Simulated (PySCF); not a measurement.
# C6H9BS: excited states, first hyperpolarisability

What do calculations give for the excited states, first hyperpolarisability of C6H9BS (`CB(C)c1cccs1`)?

Programs: PySCF 2.14.0, with routines of our own; each step states its level. All values are computed. Atoms count from 0.

## (1) The starting structure

17 atoms, charge 0, multiplicity 1; geometry from: GFN2-xTB.

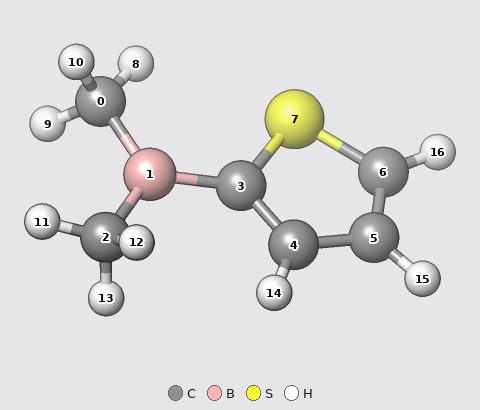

The starting geometry (carbon grey, boron pink, sulfur yellow, hydrogen white).

## (2) Relaxing the molecule at PBE0-D3(BJ)/def2-SVP

Job settings and geometry (Å):

```
{"job": {"xc": "PBE0", "basis": "def2-SVP", "d3": "d3bj", "grid": 2, "kind": "geom"}, "charge": 0, "multiplicity": 1}
C     -1.672708     1.690353    -0.228230
B     -1.038429     0.257657    -0.049558
C     -1.974122    -1.012121     0.070536
C      0.485371     0.071754     0.004425
C      1.213377    -1.086590     0.153384
C      2.605922    -0.906000     0.160758
C      2.955092     0.402835     0.016779
S      1.590798     1.421699    -0.129554
H     -0.942940     2.487608    -0.350805
H     -2.339591     1.714228    -1.089691
H     -2.293543     1.942098     0.631630
H     -3.032665    -0.765140     0.085746
H     -1.756654    -1.587001     0.969486
H     -1.810672    -1.690006    -0.766953
H      0.746238    -2.050310     0.254456
H      3.317544    -1.705802     0.268485
H      3.939985     0.826769    -0.010803
```

The run is started by

```console
OMP_NUM_THREADS=1 python excited_run.py task.json out
```

This one command runs all jobs of the session in turn.

What it wrote:

```text
step   0  E = -656.36038387  max force = 0.012513
step   1  E = -656.36243373  max force = 0.001834
step   2  E = -656.36245581  max force = 0.000672
step   3  E = -656.36245191  max force = 0.001629
step   4  E = -656.36246223  max force = 0.000286
optimisation converged
```

Wall time 64 s (1 thread of Arm Neoverse V2, shared host); peak memory 0.76 GiB.

The steps of the relaxation:

| step | energy from step 0 (eV) | largest force component (eV/Å) |
| --- | --- | --- |
| 0 | 0.0000 | 0.6434 |
| 1 | -0.0558 | 0.0943 |
| 2 | -0.0564 | 0.0346 |
| 3 | -0.0563 | 0.0838 |
| 4 | -0.0566 | 0.0147 |

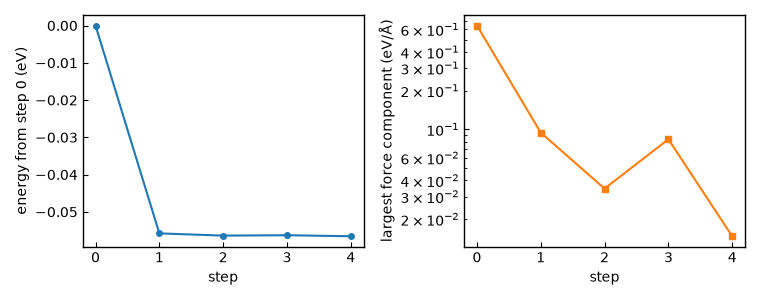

Energy and largest force along the relaxation.

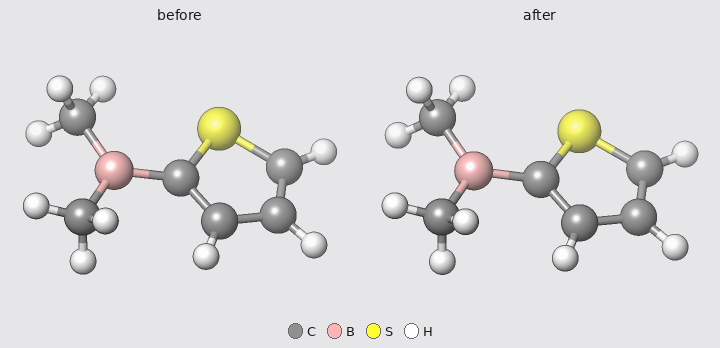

Before and after, at one scale.

Close pairs (by a distance rule), those that changed most:

| bond | before (Å) | after (Å) | change (Å) |
| --- | --- | --- | --- |
| C6–H16 | 1.073 | 1.090 | +0.017 |
| C4–H14 | 1.076 | 1.092 | +0.016 |
| C5–C6 | 1.362 | 1.378 | +0.016 |
| C5–H15 | 1.076 | 1.091 | +0.015 |
| C0–H10 | 1.090 | 1.105 | +0.015 |
| C2–H13 | 1.090 | 1.104 | +0.015 |
| C0–H9 | 1.090 | 1.104 | +0.014 |
| C3–S7 | 1.750 | 1.736 | -0.014 |

The next job starts from the end point, and lists it.

| at the end point | value |
| --- | --- |
| point group (found at 0.08 Å tolerance) | C1 |
| rotational constants (GHz, main isotopes) | 3.190, 1.295, 0.931 |
| dipole moment (D) | 0.87 |

## (3) Excited states: TDA CAM-B3LYP/def2-TZVP

Job settings and geometry (Å):

```
{"job": {"kind": "states", "xc": "CAM-B3LYP", "basis": "def2-TZVP", "tda": true, "soc": true, "nstates": 6, "ntriplets": 5, "nquad": 4}, "charge": 0, "multiplicity": 1}
C     -1.789059     1.719455    -0.228776
B     -1.167887     0.285666    -0.043641
C     -2.111182    -0.974868     0.079036
C      0.363776     0.072354     0.016149
C      1.083214    -1.103029     0.178275
C      2.485847    -0.927525     0.182138
C      2.839787     0.394334     0.021999
S      1.472219     1.400001    -0.131188
H     -1.074749     2.547090    -0.351030
H     -2.473453     1.717594    -1.095267
H     -2.430968     1.944040     0.642046
H     -3.182213    -0.726151     0.101737
H     -1.874283    -1.567531     0.978568
H     -1.940868    -1.650701    -0.777668
H      0.594016    -2.072299     0.291791
H      3.211377    -1.733868     0.297651
H      3.845481     0.812982    -0.011112
```

With the program's defaults for keys left out, this is: TDA CAM-B3LYP/def2-TZVP excited states, vertical, gas phase, spin-orbit mean-field couplings.

What it wrote:

```text
coarse grid: 14808 points
cycle   1  E = -657.0296766441  dE =  1.260e+00  |g| = 4.272e-01  |ddm| = 3.249e+00
cycle   2  E = -657.0461779933  dE = -1.650e-02  |g| = 3.697e-01  |ddm| = 6.298e-01
cycle   3  E = -657.0796157152  dE = -3.344e-02  |g| = 7.993e-02  |ddm| = 3.651e-01
cycle   4  E = -657.0808661948  dE = -1.250e-03  |g| = 4.718e-02  |ddm| = 9.069e-02
cycle   5  E = -657.0814324420  dE = -5.662e-04  |g| = 5.631e-03  |ddm| = 4.248e-02
cycle   6  E = -657.0814406795  dE = -8.237e-06  |g| = 3.175e-03  |ddm| = 1.030e-02
cycle   7  E = -657.0814433513  dE = -2.672e-06  |g| = 8.432e-04  |ddm| = 3.682e-03
final grid: 138552 points
cycle   8  E = -657.0700574511  dE = -4.981e-05  |g| = 4.723e-03  |ddm| = 5.746e-02
cycle   9  E = -657.0700586233  dE = -1.172e-06  |g| = 4.203e-03  |ddm| = 7.655e-03
cycle  10  E = -657.0700626570  dE = -4.034e-06  |g| = 3.940e-04  |ddm| = 2.794e-03
cycle  11  E = -657.0700626851  dE = -2.810e-08  |g| = 2.732e-04  |ddm| = 6.258e-04
cycle  12  E = -657.0700627036  dE = -1.854e-08  |g| = 5.105e-05  |ddm| = 2.578e-04
cycle  13  E = -657.0700627043  dE = -7.099e-10  |g| = 2.665e-05  |ddm| = 6.482e-05
converged SCF energy = -657.0700627043

Singlet excitations
state   eV       nm        f     d(h-e)  d(exc)  Lambda  PR(NTO)  |dmu|/D   mu/D   main configurations
  1   5.1474   240.9   0.24586   0.982   2.975   0.684   1.206    2.834    3.539   H->L 0.64, H-1->L 0.26
  2   5.3864   230.2   0.16486   0.706   2.957   0.630   1.192    2.168    2.911   H-1->L 0.62, H->L 0.28
  3   5.9345   208.9   0.00151   0.971   2.989   0.445   1.037    3.461    2.944   H-2->L 0.92
  4   6.2014   199.9   0.00072   0.880   2.914   0.491   1.030    2.683    1.852   H-3->L 0.92
  5   6.6540   186.3   0.00027   0.876   2.662   0.386   1.012                     H-1->L+3 0.71, H-1->L+1 0.14
  6   6.7342   184.1   0.00130   1.343   2.962   0.397   1.014                     H->L+3 0.69, H->L+1 0.18

Triplet excitations (Tamm-Dancoff)
state   eV     d(h-e)  d(exc)  Lambda  PR(NTO)   main configurations
  1   3.3170   0.371   2.660   0.727   1.055   H->L 0.89
  2   3.9566   0.547   2.763   0.591   1.022   H-1->L 0.89
  3   5.4696   0.480   2.699   0.730   1.160   H->L+2 0.76
  4   5.5823   0.875   2.878   0.444   1.060   H-2->L 0.88
  5   5.7469   0.827   2.814   0.489   1.036   H-3->L 0.89
S1 - T1 = 1.8304 eV

Spin-orbit couplings |<S|Hso|T>| (cm-1)
             T1       T2       T3       T4       T5
S0        0.188    0.262    0.216   41.806   19.448
S1        0.135    0.322    0.575   39.314   15.288
S2        0.114    0.193    0.292   48.392   22.372
S3        8.513   57.898   17.333    0.528   11.599
S4        3.810   27.852    6.889    9.742    1.036
S5       13.651   45.911    4.146    1.403    1.106
S6       44.486   14.290   11.735    0.371    1.139
T1 sublevels (cm-1): 0.000 0.077 0.077   radiative rates (1/s): 1.61 0.00505 0.0874
```

Run time: 99 s. Hardware: 1 thread of Arm Neoverse V2, shared host; peak memory 1.3 GiB.

In short:

| quantity | value |
| --- | --- |
| S1 less T1 | 1.83 eV |

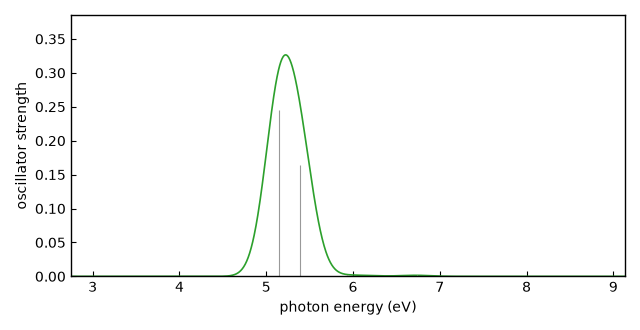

Absorption lines of the singlets. Lines are broadened to a width of 0.40 eV (Gaussian).

## (4) Excited states: TDDFT CAM-B3LYP/aug-cc-pVDZ

Settings changed since step 3:

```diff
@@ -1,2 +1,2 @@
-{"job": {"kind": "states", "xc": "CAM-B3LYP", "basis": "def2-TZVP", "tda": true, "soc": true, "nstates": 6, "ntriplets": 5, "nquad": 4}, "charge": 0, "multiplicity": 1}
+{"job": {"kind": "states", "xc": "CAM-B3LYP", "basis": "aug-cc-pVDZ", "tpa": true, "nstates": 8, "nquad": 6, "ntriplets": 0}, "charge": 0, "multiplicity": 1}
 C     -1.789059     1.719455    -0.228776
```

Level: TDDFT CAM-B3LYP/aug-cc-pVDZ excited states, vertical, gas phase, two-photon moments by quadratic response.

What it wrote:

```text
coarse grid: 14808 points
cycle   1  E = -656.9144883367  dE =  1.323e+00  |g| = 3.950e-01  |ddm| = 1.750e+01
cycle   2  E = -656.9304702347  dE = -1.598e-02  |g| = 3.413e-01  |ddm| = 3.125e+00
cycle   3  E = -656.9605995567  dE = -3.013e-02  |g| = 7.588e-02  |ddm| = 1.102e+00
cycle   4  E = -656.9618601849  dE = -1.261e-03  |g| = 4.139e-02  |ddm| = 3.860e-01
cycle   5  E = -656.9623211471  dE = -4.610e-04  |g| = 5.158e-03  |ddm| = 1.441e-01
cycle   6  E = -656.9623288564  dE = -7.709e-06  |g| = 2.506e-03  |ddm| = 2.445e-02
final grid: 138552 points
cycle   7  E = -656.9851094671  dE = -2.108e-05  |g| = 5.671e-03  |ddm| = 3.159e-01
cycle   8  E = -656.9851047840  dE =  4.683e-06  |g| = 7.052e-03  |ddm| = 4.505e-02
cycle   9  E = -656.9851183140  dE = -1.353e-05  |g| = 7.322e-04  |ddm| = 1.988e-02
cycle  10  E = -656.9851184556  dE = -1.416e-07  |g| = 1.839e-04  |ddm| = 2.791e-03
cycle  11  E = -656.9851184651  dE = -9.480e-09  |g| = 8.848e-05  |ddm| = 9.852e-04
cycle  12  E = -656.9851184677  dE = -2.659e-09  |g| = 3.001e-05  |ddm| = 3.904e-04
cycle  13  E = -656.9851184681  dE = -3.490e-10  |g| = 8.812e-06  |ddm| = 1.214e-04
converged SCF energy = -656.9851184681

Singlet excitations
state   eV       nm        f     d(h-e)  d(exc)  Lambda  PR(NTO)  |dmu|/D   mu/D   delta(TPA)   sigma/GM   main configurations
  1   4.9298   251.5   0.23800   0.894   2.981   0.687   1.221    2.655    3.362      262.59      2.338   H->L 0.86, H-1->L 0.09
  2   5.1626   240.2   0.08655   0.709   2.990   0.577   1.234    2.303    3.003       25.47      0.249   H-1->L 0.85, H->L 0.10
  3   5.9027   210.0   0.00098   1.005   3.017   0.434   1.037    3.589    3.084        0.34      0.004   H-2->L 0.92
  4   6.1618   201.2   0.00013   0.856   3.097   0.457   1.244    2.783    1.980        5.47      0.076   H-3->L 0.84
  5   6.2027   199.9   0.00439   1.009   4.356   0.234   1.225    5.251    4.462       72.65      1.024   H->L+1 0.68, H->L+2 0.12, H-3->L 0.09
  6   6.4656   191.8   0.00004   0.798   4.217   0.189   1.126    4.324    3.799       84.40      1.293   H-1->L+1 0.58, H-1->L+2 0.16
  7   6.5942   188.0   0.00910   0.995   4.305   0.216   1.052                                            H->L+2 0.37, H->L+14 0.16, H->L+7 0.09
  8   6.7319   184.2   0.00191   0.416   3.757   0.230   1.076                                            H-1->L+14 0.27, H-1->L+1 0.18, H-1->L+5 0.13
```

It took 1.8 min on 1 thread of Arm Neoverse V2, shared host; peak memory 1.1 GiB.

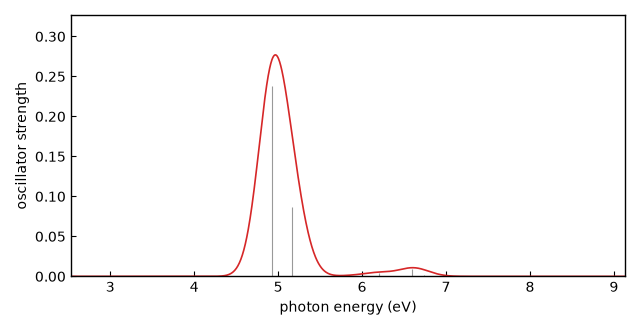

Absorption lines of the singlets. Lines are broadened to a width of 0.40 eV (Gaussian).

## (5) First hyperpolarisability: quadratic response CAM-B3LYP/aug-cc-pVDZ

Settings changed since step 4:

```diff
@@ -1,2 +1,2 @@
-{"job": {"kind": "states", "xc": "CAM-B3LYP", "basis": "aug-cc-pVDZ", "tpa": true, "nstates": 8, "nquad": 6, "ntriplets": 0}, "charge": 0, "multiplicity": 1}
+{"job": {"kind": "beta", "xc": "CAM-B3LYP", "basis": "aug-cc-pVDZ"}, "charge": 0, "multiplicity": 1}
 C     -1.789059     1.719455    -0.228776
```

Method: quadratic response CAM-B3LYP/aug-cc-pVDZ first hyperpolarisability, Taylor convention, gas phase.

What it wrote:

```text
coarse grid: 14808 points
cycle   1  E = -656.9144883367  dE =  1.323e+00  |g| = 3.950e-01  |ddm| = 1.750e+01
cycle   2  E = -656.9304702347  dE = -1.598e-02  |g| = 3.413e-01  |ddm| = 3.125e+00
cycle   3  E = -656.9605995567  dE = -3.013e-02  |g| = 7.588e-02  |ddm| = 1.102e+00
cycle   4  E = -656.9618601849  dE = -1.261e-03  |g| = 4.139e-02  |ddm| = 3.860e-01
cycle   5  E = -656.9623211471  dE = -4.610e-04  |g| = 5.158e-03  |ddm| = 1.441e-01
cycle   6  E = -656.9623288564  dE = -7.709e-06  |g| = 2.506e-03  |ddm| = 2.445e-02
final grid: 138552 points
cycle   7  E = -656.9851094671  dE = -2.108e-05  |g| = 5.671e-03  |ddm| = 3.159e-01
cycle   8  E = -656.9851047840  dE =  4.683e-06  |g| = 7.052e-03  |ddm| = 4.505e-02
cycle   9  E = -656.9851183140  dE = -1.353e-05  |g| = 7.322e-04  |ddm| = 1.988e-02
cycle  10  E = -656.9851184556  dE = -1.416e-07  |g| = 1.839e-04  |ddm| = 2.791e-03
cycle  11  E = -656.9851184651  dE = -9.480e-09  |g| = 8.848e-05  |ddm| = 9.852e-04
cycle  12  E = -656.9851184677  dE = -2.659e-09  |g| = 3.001e-05  |ddm| = 3.904e-04
cycle  13  E = -656.9851184681  dE = -3.490e-10  |g| = 8.812e-06  |ddm| = 1.214e-04
converged SCF energy = -656.9851184681

Lowest singlets (eV, f): 4.9298 0.2380  5.1626 0.0866  5.9027 0.0010

First hyperpolarisability (au)
process     nm      |vector|   parallel      HRS      DR
static         -      387.67      185.6     176.36   3.837
shg       1907.0      428.16     203.75     193.56   3.921
eope      1907.0      400.49     191.36          -       -
shg       1064.0      544.88     255.72      242.8   4.127
eope      1064.0      431.25     205.14          -       -
```

Wall time 80 s (1 thread of Arm Neoverse V2, shared host); peak memory 1.2 GiB.

## (6) Results

```
                                                   quantity                                                value
                                                point group                                                   C1
                       rotational constants (main isotopes)                                 3.19, 1.29, 0.93 GHz
               S1 less T1 (step 3, TDA CAM-B3LYP/def2-TZVP)                                              1.83 eV
β vector (step 5, quadratic response CAM-B3LYP/aug-cc-pVDZ)  static 388, SHG 1907.0 nm 428, SHG 1064.0 nm 545 au
```

Over 4 steps the energy fell by 0.057 eV; of the close pairs, C6–H16 changed most, 1.073 to 1.090 Å. In step 3, the number of triplets below S1 is 2, and the largest singlet-triplet spin-orbit coupling is S3–T2, 57.90 cm⁻¹. β grows from 388 au (static) to 545 au for doubling at 1064.0 nm: normal dispersion, which grows as twice the photon energy moves toward the bright states.
